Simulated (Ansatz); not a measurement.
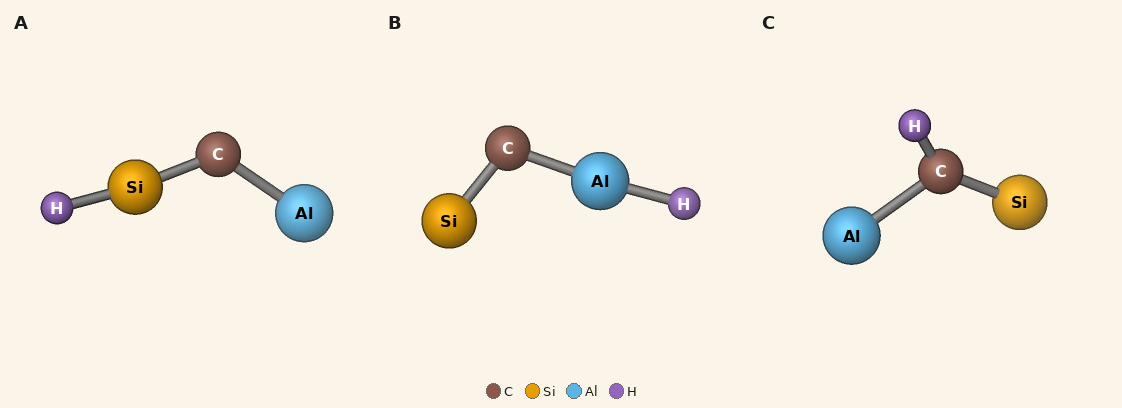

3 stationary structures of one formula. Geometries: PBE-D4/def2-SVP. Electronic energies: PBE-D4/def2-SVP (Ansatz 0.2.0), without zero-point energy. No frequency run is at hand to confirm each as a minimum.

### Which structure is the most stable?

C is lowest (Cs); B lies 0.808 eV above it (Cs), A lies 1.658 eV above it.
